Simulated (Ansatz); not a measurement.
```xyz
10

B    -0.1768    0.4545   -0.5103
N    -0.1177    0.0996    2.2199
H    -0.8218    0.2207    2.9474
H     0.7434   -0.1642    2.6962
F     0.9521   -0.2556   -0.6686
N    -1.3823   -0.0052   -1.0545
H    -1.4649   -0.9291   -1.4561
H    -2.2606    0.4694   -0.9123
H    -0.1079    1.5281    0.0082
H     0.0444    1.0357    1.8055
```

Not at a stationary point (largest force 0.9 eV/Å).

Method: RKS B3LYP/6-31G* in Ansatz 0.2.0.

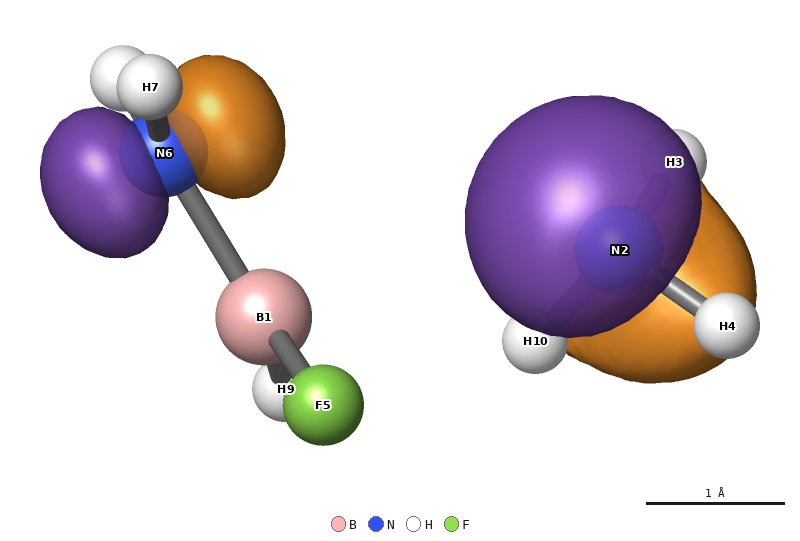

BFH₃N···NH₃. The HOMO at ±0.2 Å⁻³ᐟ² (orange and purple are the two phases), seen at a tilt.

> Describe this orbital and give its energy.

Its weight (Hirshfeld) is mainly on N2 (about 65 %) and N6 (about 15 %). Its energy is −6.86 eV.
